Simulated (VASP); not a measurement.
# What spin-orbit coupling changes in CdTe, part 4 of 4

Aim: run bands, DOS and a relaxation of CdTe twice, without and with spin-orbit coupling. All runs use r2SCAN. Left out of this account: 1 further run (fields: a reference on another mesh). The start is a cell from a database of measured crystal structures.

VASP 6.6.1, plane waves and PAW; the level of theory is named at each step.

So far, gap on the k-mesh (eV): step 4 (total and projected DOS (r2SCAN)) 1.27; step 5 (density of states (r2SCAN + SOC)) 1.01; step 6 (full relaxation (r2SCAN)) 1.17.

### 7. Full relaxation (r2SCAN + SOC)

This step: r2SCAN, spin-orbit coupling; plane waves and PAW (Cd, Te) (VASP 6.6.1).

The same relaxation with spinors and spin-orbit coupling.

Input file INCAR:

```
SYSTEM = CdTe
PREC = Accurate
ENCUT = 400
EDIFF = 1E-06
NELM = 100
ISMEAR = -1
SIGMA = 0.05
LREAL = .FALSE.
ALGO = Normal
METAGGA = R2SCAN
LASPH = .TRUE.
LNONCOLLINEAR = .TRUE.
MAGMOM = 0 0 0 0 0 0
NBANDS = 30
GGA_COMPAT = .FALSE.
LSORBIT = .TRUE.
LORBIT = 11
LWAVE = .FALSE.
LCHARG = .FALSE.
KPAR = 2
IBRION = 2
NSW = 60
ISIF = 3
EDIFFG = -0.01
```

Input file POSCAR:

```
CdTe
1.0
    0.0000000000      3.2400000000      3.2400000000
    3.2400000000      0.0000000000      3.2400000000
    3.2400000000      3.2400000000      0.0000000000
Cd Te
1 1
Direct
    0.0000000000      0.0000000000      0.0000000000
    0.2500000000      0.2500000000      0.2500000000
```

Input file KPOINTS:

```
Automatic mesh
0
Gamma
6 6 6
0 0 0
```

Potentials, in the order of the species: Cd and Te (PBE family, release 64).

Started as:

```console
$ mpirun -np 2 vasp_ncl
```

Log:

```text
[... set-up lines as in an earlier step ...]
 entering main loop
       N       E                     dE             d eps       ncg     rms          rms(c)
[... 16 cycles as in an earlier step ...]
   1 F= -.46742962E+02 E0= -.46742961E+02  d E =-.467430E+02  mag=    -0.0000     0.0000    -0.0000
 curvature:   0.00 expect dE= 0.000E+00 dE for cont linesearch  0.000E+00
 trial: gam= 0.00000 g(F)=  0.886E-46 g(S)=  0.258E-01 ort = 0.000E+00 (trialstep = 0.100E+01)
 search vector abs. value=  0.258E-01
 bond charge predicted
       N       E                     dE             d eps       ncg     rms          rms(c)
DAV:   1    -0.470285877983E+02   -0.28563E+00   -0.59578E+00  1446   0.298E+01    0.481E+00
DAV:   2    -0.467792483945E+02    0.24934E+00   -0.60392E-01  1392   0.120E+01    0.152E+00
DAV:   3    -0.467568147475E+02    0.22434E-01   -0.59492E-02  1356   0.284E+00    0.141E+00
DAV:   4    -0.467508894085E+02    0.59253E-02   -0.81373E-03  1452   0.614E-01    0.358E-01
DAV:   5    -0.467507476616E+02    0.14175E-03   -0.66057E-04  1476   0.235E-01    0.147E-01
DAV:   6    -0.467507265465E+02    0.21115E-04   -0.40378E-05  1550   0.508E-02    0.143E-01
DAV:   7    -0.467507246314E+02    0.19151E-05   -0.52090E-06  1434   0.231E-02    0.118E-01
DAV:   8    -0.467507202110E+02    0.44204E-05   -0.16289E-04  1398   0.139E-01    0.378E-02
DAV:   9    -0.467507227189E+02   -0.25079E-05   -0.27355E-05  1464   0.492E-02    0.235E-02
DAV:  10    -0.467507229145E+02   -0.19562E-06   -0.49829E-07  1094   0.650E-03
   2 F= -.46750723E+02 E0= -.46750722E+02  d E =-.776126E-02  mag=    -0.0000    -0.0000    -0.0000
 trial-energy change:   -0.007761  1 .order   -0.008279   -0.025836    0.009278
 step:   0.7179(harm=  0.7358)  dis= 0.00000  next Energy=   -46.752043 (dE=-0.908E-02)
 bond charge predicted
       N       E                     dE             d eps       ncg     rms          rms(c)
DAV:   1    -0.467746197852E+02   -0.23897E-01   -0.46782E-01  1428   0.814E+00    0.120E+00
DAV:   2    -0.467540492974E+02    0.20570E-01   -0.52619E-02  1404   0.342E+00    0.379E-01
DAV:   3    -0.467523714036E+02    0.16779E-02   -0.45999E-03  1356   0.752E-01    0.336E-01
DAV:   4    -0.467520381634E+02    0.33324E-03   -0.62969E-04  1446   0.200E-01    0.107E-01
DAV:   5    -0.467520365454E+02    0.16180E-05   -0.59274E-05  1482   0.762E-02    0.508E-02
DAV:   6    -0.467520345735E+02    0.19718E-05   -0.15167E-05  1488   0.377E-02    0.354E-02
DAV:   7    -0.467520397082E+02   -0.51347E-05   -0.93370E-06  1422   0.244E-02    0.551E-03
DAV:   8    -0.467520390441E+02    0.66408E-06   -0.55324E-07  1018   0.677E-03
   3 F= -.46752039E+02 E0= -.46752038E+02  d E =-.907739E-02  mag=     0.0000    -0.0000    -0.0000
 curvature:  -0.37 expect dE=-0.273E-06 dE for cont linesearch -0.273E-06
 trial: gam=-0.00534 g(F)=  0.181E-46 g(S)=  0.746E-06 ort = 0.139E-03 (trialstep = 0.944E+00)
 search vector abs. value=  0.122E-09
 reached required accuracy - stopping structural energy minimisation
```

Run time: 6.7 min. Hardware: 2 MPI ranks of Intel Xeon 6975P-C (Granite Rapids), shared host; peak memory 0.67 GiB; 13 min of CPU time.

From OUTCAR (step 7):

```text
   NELECT =      18.0000    total number of electrons

 E-fermi :   2.5660

 k-point     1 :       0.0000    0.0000    0.0000
  band No.  band energies     occupation
    ...
     14       1.2846      1.00000
     15       2.0944      0.99992
     16       2.0944      0.99992
     17       2.0944      0.99992
     18       2.0944      0.99992
     19       3.0008      0.00017
     20       3.0008      0.00017
     21       6.6592      0.00000
     22       6.6592      0.00000
     23       6.9780      0.00000
    ...

  Total        0.0032105      0.0032105      0.0032105      0.0000000      0.0000000      0.0000000
  in kB        0.0733183      0.0733183      0.0733183      0.0000000      0.0000000      0.0000000
  external PRESSURE =       0.0733183 kB  Pullay stress =       0.0000000 kB

 POSITION                                       TOTAL-FORCE (eV/Angst)
 -----------------------------------------------------------------------------------
      0.00000      0.00000      0.00000         0.000000      0.000000     -0.000000
      1.63676      1.63676      1.63676        -0.000000     -0.000000      0.000000
 -----------------------------------------------------------------------------------
    total drift:                                0.000000      0.000000      0.000000

  FREE ENERGIE OF THE ION-ELECTRON SYSTEM (eV)
  ---------------------------------------------------
  free  energy   TOTEN  =       -46.7520390441 eV

  energy  without entropy=      -46.7520374704  energy(sigma->0) =      -46.75203826

 Spin-Orbit-Coupling matrix elements
 Ion:    1  E_soc:     -0.0573369
 Ion:    2  E_soc:     -0.1807432

 magnetization (x)
# of ion       s       p       d       tot
------------------------------------------
    1       -0.000   0.000  -0.000  -0.000
    2        0.000   0.000  -0.000  -0.000
--------------------------------------------------
tot         -0.000   0.000  -0.000  -0.000

 magnetization (y)
# of ion       s       p       d       tot
------------------------------------------
    1        0.000   0.000   0.000   0.000
    2        0.000   0.000   0.000   0.000
--------------------------------------------------
tot          0.000   0.000   0.000   0.000

 magnetization (z)
# of ion       s       p       d       tot
------------------------------------------
    1        0.000  -0.000  -0.000  -0.000
    2       -0.000   0.000  -0.000  -0.000
--------------------------------------------------
tot          0.000  -0.000  -0.000  -0.000

[... 8 parts as in an earlier step ...]

[... 10 further parts left out ...]
```

CONTCAR:

```
CdTe
   1.00000000000000
     0.0000000000000000    3.2735224063837451    3.2735224063837451
     3.2735224063837451    0.0000000000000000    3.2735224063837451
     3.2735224063837451    3.2735224063837451   -0.0000000000000000
  Cd              Te
     1     1
Direct
     0.0000000000000000    0.0000000000000000    0.0000000000000000
     0.2500000000000000    0.2500000000000000    0.2500000000000000
```

Step by step:

```tsv
step	energy less that of the first step (eV)	largest force (eV/Å)	pressure (GPa)	volume (Å³)
1	0.0000	0.0000	1.41	68.02
2	-0.0078	0.0000	-0.48	71.01
3	-0.0091	0.0000	0.01	70.16
```

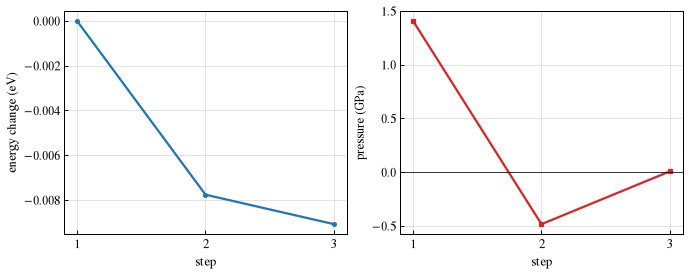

Energy and pressure along the relaxation.

```tsv
conventional cell, symmetrised	before	after	change
a (Å)	6.480	6.547	+1.0 %
b (Å)	6.480	6.547	+1.0 %
c (Å)	6.480	6.547	+1.0 %
volume (Å³/atom)	34.01	35.08	+3.1 %
```

The relaxed structure:

```xyz
2
Lattice="0.0000 3.2735 3.2735 3.2735 0.0000 3.2735 3.2735 3.2735 0.0000" Properties=species:S:1:pos:R:3 pbc="T T T"
Cd    0.0000    0.0000    0.0000
Te    1.6368    1.6368    1.6368
```

Numbers from this step:

| Item | Value |
| --- | --- |
| bands | 30 |
| irreducible k-points | 22 |
| free energy (TOTEN) | -46.75 eV |
| Fermi energy | 2.566 eV |
| pressure | 0.007332 GPa |
| SCF cycles over all ionic steps | 34 |
| gap on the k-mesh | 0.9064 eV |
| least direct gap on the k-mesh | 0.9064 eV |

On-site spin-orbit energy by atom:

```tsv
atom	on-site spin-orbit energy (eV)
Cd1	-0.057
Te2	-0.181
```

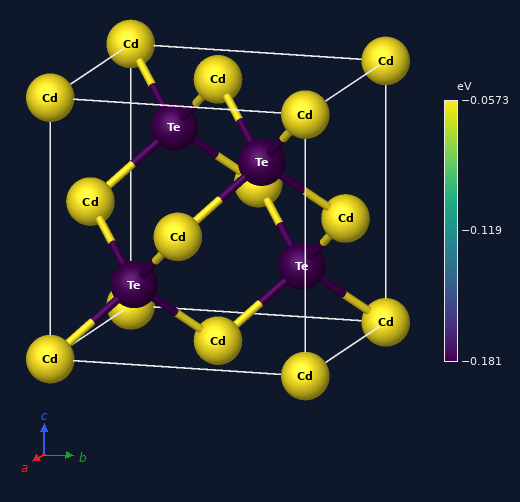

Atoms coloured by on-site spin-orbit energy. Bonds to atoms that aren't drawn are left out. Some periodic images of atoms are drawn too.

The cell ends at 35.08 Å³/atom, under 0.05 % from the run without the coupling. The run took 7.5 times the core time, with 30 spinor bands against 15.

### 8. The runs together

| quantity | without | with spin-orbit coupling |
| --- | --- | --- |
| gap (eV) | 1.272 | 1.007 |
| splitting of the valence top at Γ (eV) | 0 | 0.815 |
| core minutes, bands | 4.6 | 23 |
| core minutes, DOS | 0.97 | 6.9 |
| relaxed volume (Å³/atom) | 35.06 | 35.08 |
| core minutes, relaxation | 1.8 | 13 |

### 9. Outcome

```
gap (eV), without → with                               : 1.272 → 1.007
splitting of the valence top at Γ (eV), without → with : 0 → 0.815
relaxed volume (Å³/atom), without → with               : 35.06 → 35.08
```

In words: Spin-orbit coupling moves the gap of CdTe from 1.27 to 1.01 eV. The valence top at Γ, threefold or sixfold with spin, splits into a fourfold and a twofold level, 0.81 eV apart. The relaxed volume moves by under 0.05 %. The spinor runs cost 5.1 to 7.5 times as much, on a shared host. Semilocal functionals usually underestimate gaps.

[Lines on the potential files, build, host, timing and source positions are cut from VASP's logs without a mark.]

[Logs are printed without paths, hosts, clocks, repeated set-up lines and the standing remarks that a program may print on its own settings, such as how far it seeks lower states.]

[Hosts, paths, dates, database ids (printed as entryN), source tags and the programs' standing remarks are cut or masked in the printed files.]

[A measured line is paired with the nearest computed mode of its activity, which favours agreement.]
